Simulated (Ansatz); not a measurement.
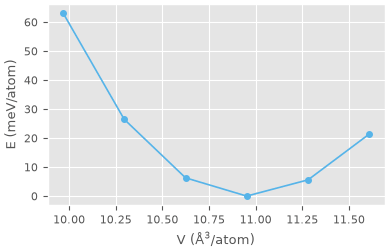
TiSiB in space group Cmcm (No. 63; Si on 4c, B on 4c, Ti on 4c) under volume change, plane-wave PAW PBEsol (Ansatz code), shape and atoms relaxed at each volume.

Task: What does a third-order Birch–Murnaghan fit give for V₀, B₀ and B′?

Result: V₀ = 10.95 Å³/atom, B₀ = 193 GPa, B′ = 4.3.

The start of the workflow was typed in or built on a structure type; neither database checked (COD, Materials Project) lists it. Its standing as an ambient phase is unchecked. The PBEsol relaxation kept the symmetry of its start; whether a distortion lowers the energy is not shown. The run is not spin-polarised.

Potentials: the later of the program's two PAW sets.
